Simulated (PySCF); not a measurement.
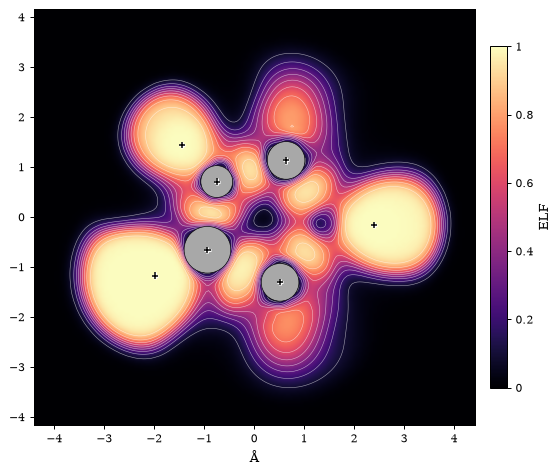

The electron localisation function on a plane through atoms (crosses mark nuclei in the plane; grey discs cover the cores).

Computed with PySCF 2.14.0, CAM-B3LYP/def2-SVPD, SCF density, gas phase.

Candidates:
A. C₃H₁₁BNP
B. CH₇BGe (SMILES [BH2][GeH2][CH3])

Which system is this?

Candidate A: C₃H₁₁BNP on the plane of atoms B2, N6 and C5, which holds B, C, N and H. B–N (1.38 Å): the ELF peaks at about 0.95 between the atoms: a polar covalent bond. C–N (1.45 Å): the ELF peaks at about 0.95 between the atoms, as expected for a shared electron pair.
